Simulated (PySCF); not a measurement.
C₇H₁₀Si (SMILES C[SiH2]c1ccccc1)

The calculation's input:

```
{"job": {"xc": "wB97X-D", "basis": "pcSseg-1", "solvent": "chloroform", "kind": "nmr", "pop": true}, "charge": 0, "multiplicity": 1}
C      2.823846     0.357032     0.695498
Si     1.801715    -0.420748    -0.677698
C     -0.038068    -0.203483    -0.354257
C     -0.758006    -1.153562     0.386612
C     -2.109479    -0.968857     0.673943
C     -2.768047     0.173994     0.221852
C     -2.071157     1.128247    -0.518434
C     -0.719797     0.938410    -0.802863
H      3.901957     0.236220     0.508227
H      2.586824    -0.110101     1.663663
H      2.605537     1.433013     0.775637
H      2.105940    -1.883998    -0.766570
H      2.141309     0.224476    -1.985409
H     -0.257377    -2.059129     0.743154
H     -2.652788    -1.721720     1.250469
H     -3.828071     0.319564     0.443960
H     -2.584303     2.023333    -0.878808
H     -0.188794     1.693627    -1.390634
```

Command:

```sh
OMP_NUM_THREADS=1 python ens_run.py task.json out
```

Geometry: PBE0-D3(BJ)/def2-SVP.

These are results of wB97X-D/pcSseg-1, SCF density, in a chloroform solvent model, non-relativistic (PySCF), not measurements.

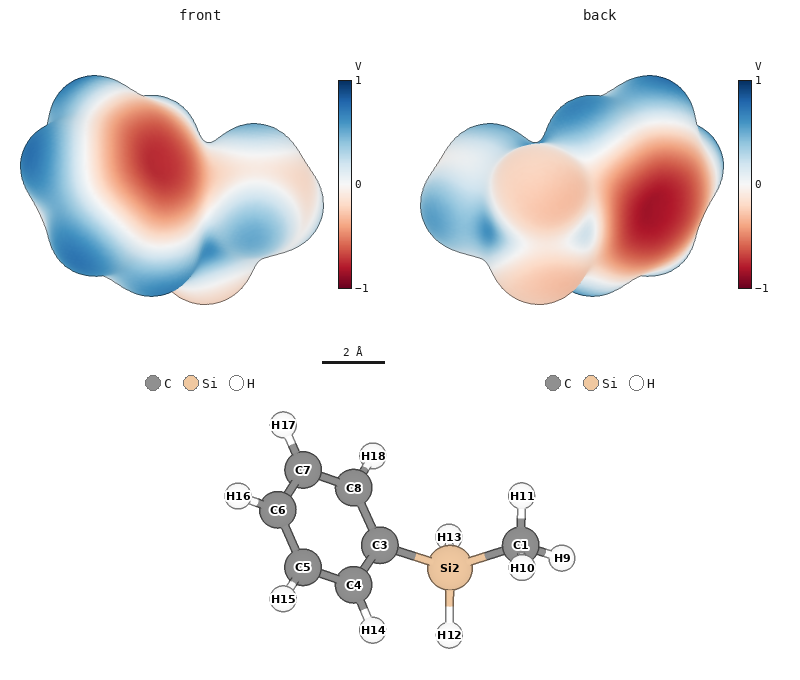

Figure 1. The molecular electrostatic potential painted on the density surface at 0.001 e/bohr³, seen from the front and from behind; red is negative and blue positive. The bare structure is drawn below in the same view.

Which sites attract a positive test charge, and which a negative one?

A positive charge is drawn to the negative regions and a negative charge to the positive ones. The most negative region (about −0.8 V) lies over the π face of the C atoms, the most positive (about +0.7 V) over H15, H16 and H17.

How polar is the molecule by this calculation?

Its dipole moment is 0.93 D.

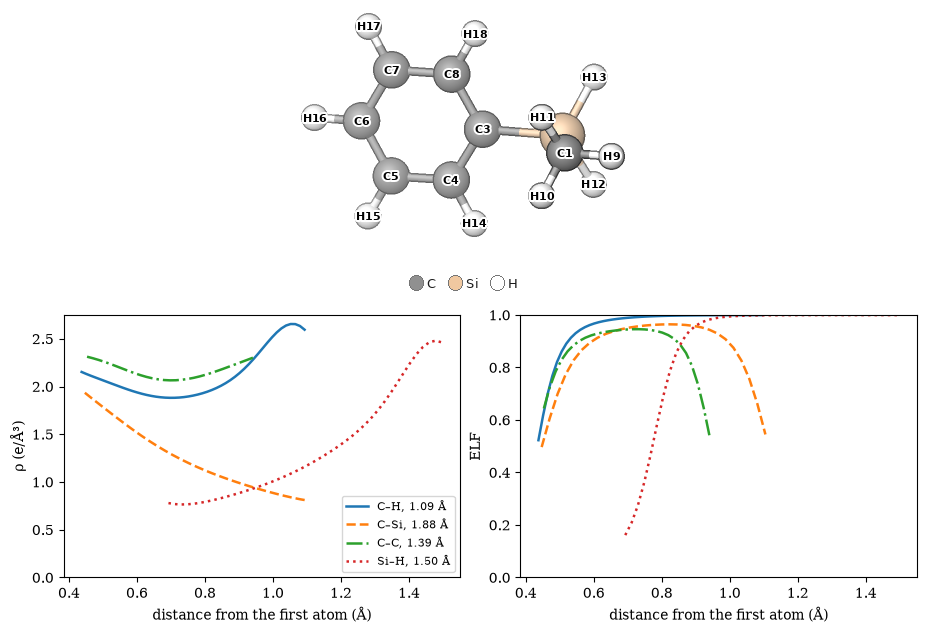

Figure 2. Total electron density and ELF along straight lines between neighbouring atoms. The curves leave out the atomic cores. The structure is drawn too.

What can be read from the curves?

C–H (1.09 Å): ρ at the midpoint is about 2 e/Å³; the ELF climbs to about 1 towards the hydrogen, as it does in any bond to H (a covalent bond by its length).
C–Si (1.88 Å): the density is about 0.95 e/Å³ at the midpoint; the ELF peaks at about 0.95 between the atoms; a covalent bond.
C–C (1.39 Å): ρ at the midpoint is about 2.1 e/Å³; the ELF peaks at about 0.95 between the atoms, as expected for localised, covalent bonding.
Si–H (1.50 Å): ρ at the midpoint is about 0.77 e/Å³; the ELF climbs to about 1 towards the hydrogen.
